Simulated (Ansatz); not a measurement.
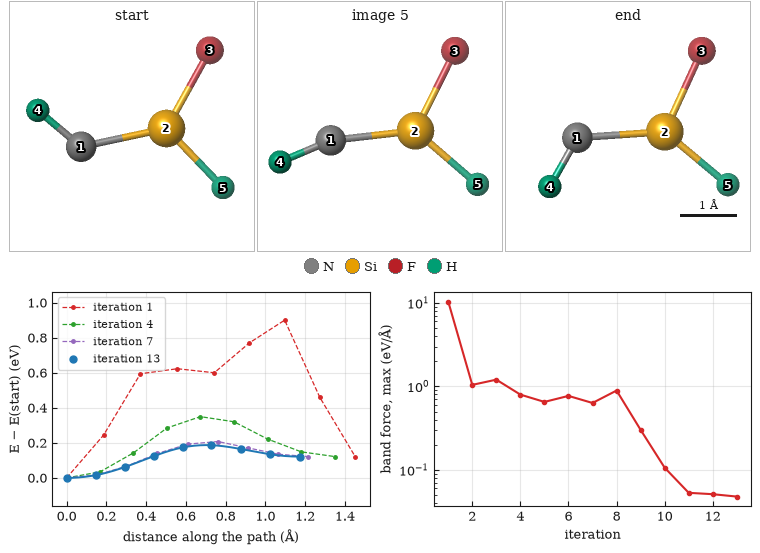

A nudged-elastic-band calculation for SiNH2F. Images are numbered from 0 (start) to 8 (end). The plot follows the band through its iterations. Style: ball-and-stick. Shown at a tilt.

Level of theory: Ansatz, RKS B3LYP-D4/def2-SVP.

Input file:
```yaml
crystal:
  periodic: [false, false, false]
  atoms:
    - { symbol: "N", position_ang: [-0.635169, -1.013069, 0.129709] }
    - { symbol: Si, position_ang: [0.342052, 0.229342, 0.069811] }
    - { symbol: F, position_ang: [0.197446, 1.677968, -0.642159] }
    - { symbol: H, position_ang: [-1.555687, -1.103806, -0.290737] }
    - { symbol: H, position_ang: [1.651348, 0.209576, 0.733376] }
basis:
  gaussian: { orbitals: def2-SVP }
hamiltonian:
  xc: b3lyp
  dispersion: d4
neb:
  order_check: false
  images: 7
  f_tol: 0.05
  max_iterations: 60
  final_atoms:
    - { symbol: "N", position_ang: [-1.02794579, -0.587485, -0.25488749] }
    - { symbol: Si, position_ang: [0.27430304, 0.27574953, 0.01555668] }
    - { symbol: F, position_ang: [0.36790999, 1.76410296, -0.59496667] }
    - { symbol: H, position_ang: [-1.1646653, -1.53246755, 0.09425278] }
    - { symbol: H, position_ang: [1.55038806, 0.08011106, 0.74004469] }
  initial_path:
    images:
      - { positions_ang: [[-0.635169, -1.013069, 0.129709], [0.342052, 0.229342, 0.069811], [0.197446, 1.677968, -0.642159], [-1.555687, -1.103806, -0.290737], [1.651348, 0.209576, 0.733376]] }
      - { positions_ang: [[-0.71670858, -0.94022231, 0.16938648], [0.31894857, 0.24967401, 0.07739246], [0.23540058, 1.70174347, -0.62562074], [-1.47437437, -1.18984434, -0.30750227], [1.63672379, 0.17866017, 0.68634408]] }
      - { positions_ang: [[-0.79824815, -0.86737561, 0.20906395], [0.29584515, 0.27000602, 0.08497393], [0.27335516, 1.72551894, -0.60908249], [-1.39306174, -1.27588268, -0.32426754], [1.62209959, 0.14774434, 0.63931215]] }
      - { positions_ang: [[-0.87978773, -0.79452892, 0.24874143], [0.27274172, 0.29033802, 0.09255539], [0.31130973, 1.74929442, -0.59254423], [-1.31174911, -1.36192102, -0.34103281], [1.60747538, 0.1168285, 0.59228023]] }
      - { positions_ang: [[-0.9613273, -0.72168223, 0.2884189], [0.2496383, 0.31067003, 0.10013686], [0.34926431, 1.77306989, -0.57600598], [-1.23043648, -1.44795936, -0.35779808], [1.59285117, 0.08591267, 0.5452483]] }
      - { positions_ang: [[-0.97798192, -0.68813292, 0.1525923], [0.25580448, 0.3019399, 0.07899181], [0.35392573, 1.77082816, -0.58074615], [-1.21399369, -1.46908641, -0.24478537], [1.5822354, 0.08446227, 0.5939474]] }
      - { positions_ang: [[-0.99463655, -0.65458361, 0.01676571], [0.26197067, 0.29320978, 0.05784677], [0.35858715, 1.76858643, -0.58548632], [-1.19755089, -1.49021346, -0.13177265], [1.57161962, 0.08301186, 0.6426465]] }
      - { positions_ang: [[-1.01129117, -0.62103431, -0.11906089], [0.26813686, 0.28447965, 0.03670173], [0.36324857, 1.7663447, -0.59022649], [-1.1811081, -1.5113405, -0.01875994], [1.56100384, 0.08156146, 0.69134559]] }
      - { positions_ang: [[-1.02794579, -0.587485, -0.25488749], [0.27430304, 0.27574953, 0.01555668], [0.36790999, 1.76410296, -0.59496667], [-1.1646653, -1.53246755, 0.09425278], [1.55038806, 0.08011106, 0.74004469]] }
```

Command:
```bash
ansatz run input.yaml --threads 1 --pin off --max-ram 2048MiB --backend cpu --events-out ev --progress --plain --runs-dir out
```

Did the band converge, and can the barrier be trusted?

Answer. The result is final at these settings. The band converged in 13 iterations. The largest component of the band force went from 10 to 0.048 eV/Å. The climbing image converged on the top of the path. Its vibrational analysis gives one imaginary mode (387i cm⁻¹), as a transition state must have. The first iteration put the highest image at 0.901 eV. Forward barrier 0.187 eV, backward barrier 0.065 eV, with image 5 at the top; the reaction energy is +0.122 eV.

The run took roughly 110 core-seconds on a shared host.
